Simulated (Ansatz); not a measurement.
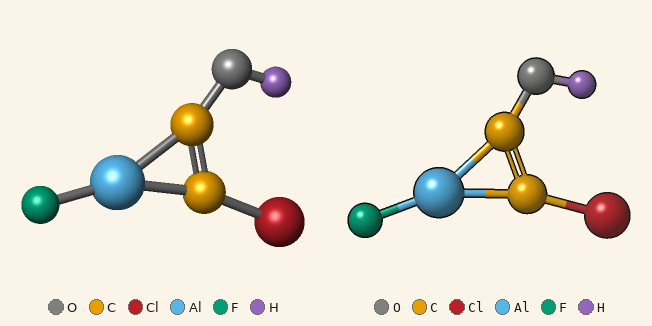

The same structure drawn twice, from different directions.

Computed geometry: PBE0-D4/def2-TZVP optimisation.

Identify the structure.

The molecule is C₂HAlClFO. Its SMILES string is `O[C]1=[C](Cl)[Al]1[F]`. Among its groups: alkene, C–Cl bond. This geometry has Cs symmetry. All atoms lie on one plane. Coordination, clear cases only: 1 O bent; 2 C T-shaped.

The parts below concern this one geometry. Atoms keep their numbers from picture to picture.

### Geometry

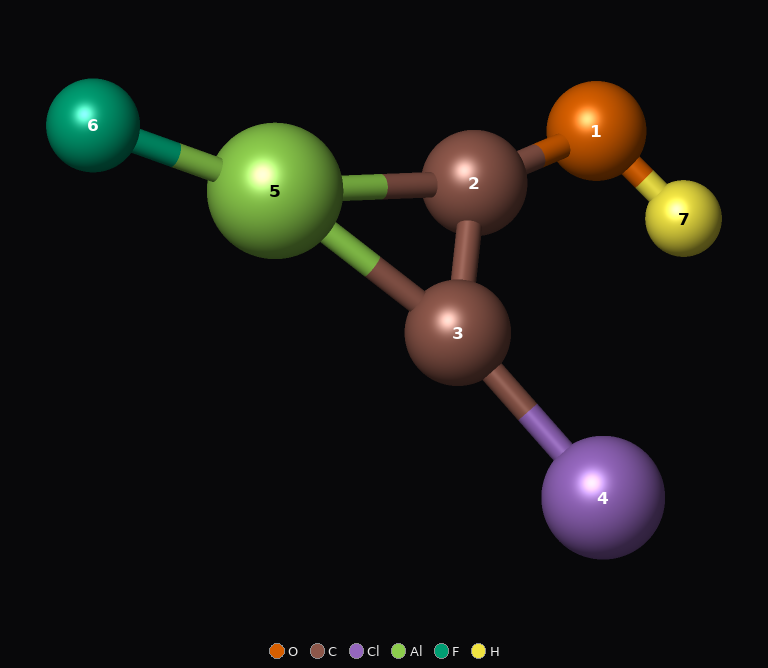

The atoms are numbered.

Give the bond lengths.

| bond | length (Å) |
| --- | --- |
| O1–C2 | 1.325 |
| O1–H7 | 0.970 |
| C2–C3 | 1.379 |
| C2–Al5 | 1.858 |
| C3–Cl4 | 1.723 |
| C3–Al5 | 1.837 |
| Al5–F6 | 1.635 |

### Dipole moment

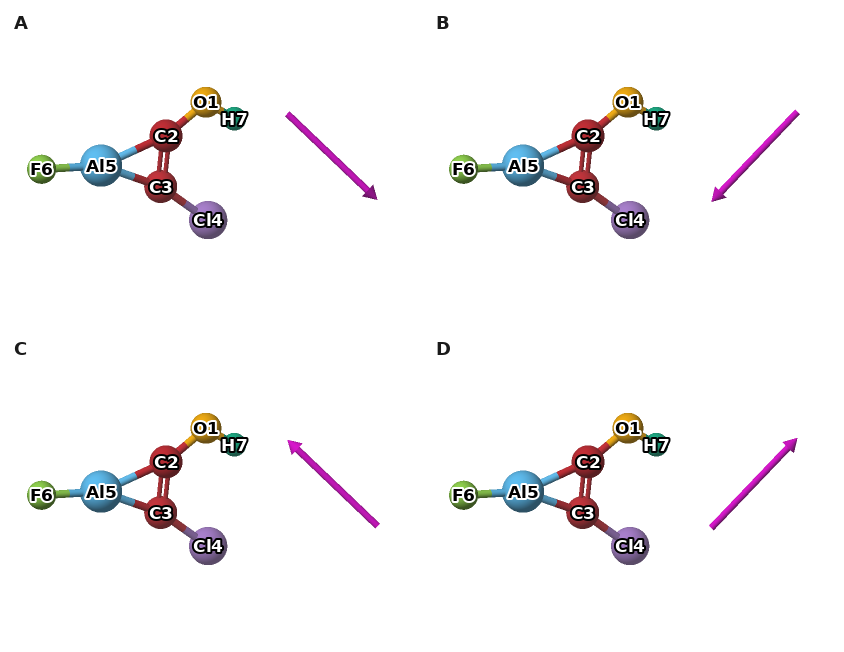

The same molecule four times, each with an arrow. Level of theory: RKS PBE0-D4/def2-TZVP (Ansatz 0.2.0).

Which arrow points along the dipole moment, from the negative to the positive end?

D. The dipole moment is 0.27 D; it points from the side of F6 to the side of H7 (the outermost atoms at the two ends).

### Thermal motion

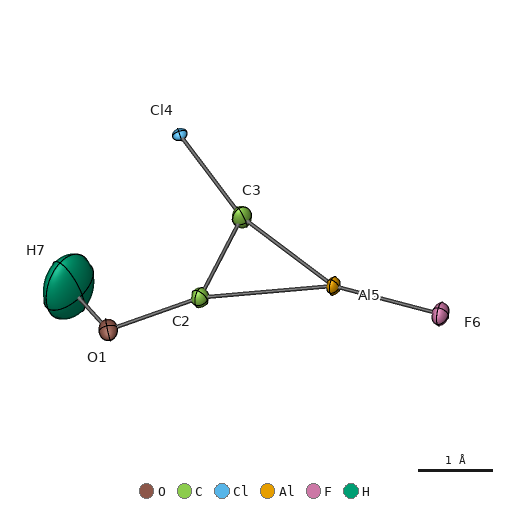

Displacement ellipsoids at the 50 % level, enlarged 2 times, from the internal vibrations of the free molecule (harmonic, no overall translation or rotation; no half-axis is drawn under 0.075 Å). Vibrations computed with RKS PBE0-D4/def2-TZVP (Ansatz 0.2.0). Temperature: 0 K (zero-point motion alone).

List U_eq and the three principal root-mean-square amplitudes for each kind of atom.

```json
{"atom": "O1", "U_eq (Å²)": "0.0020", "rms amplitudes (Å)": "0.032, 0.041, 0.057"}
{"atom": "C2", "U_eq (Å²)": "0.0020", "rms amplitudes (Å)": "0.037, 0.042, 0.053"}
{"atom": "C3", "U_eq (Å²)": "0.0026", "rms amplitudes (Å)": "0.037, 0.045, 0.067"}
{"atom": "Cl4", "U_eq (Å²)": "0.00076", "rms amplitudes (Å)": "0.015, 0.031, 0.033"}
{"atom": "Al5", "U_eq (Å²)": "0.0015", "rms amplitudes (Å)": "0.027, 0.039, 0.047"}
{"atom": "F6", "U_eq (Å²)": "0.0022", "rms amplitudes (Å)": "0.036, 0.048, 0.055"}
{"atom": "H7", "U_eq (Å²)": "0.0200", "rms amplitudes (Å)": "0.080, 0.140, 0.184"}
```

### Vibrations

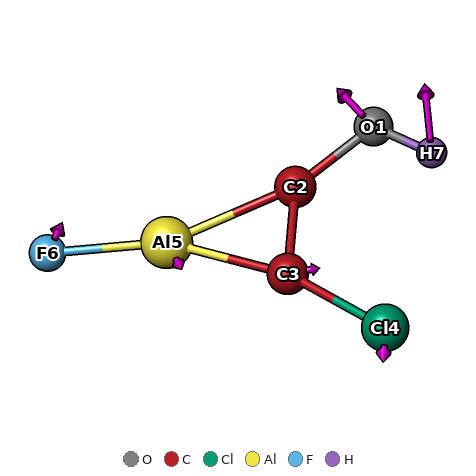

The arrows show one normal mode. Harmonic vibrations computed with RKS PBE0-D4/def2-TZVP (Ansatz 0.2.0) at a stationary point of the same level.

What kind of motion is it?

Mostly angle bending.

At what wavenumber does it lie?

180 cm⁻¹; it is mode 3 of 15 counted from the lowest.
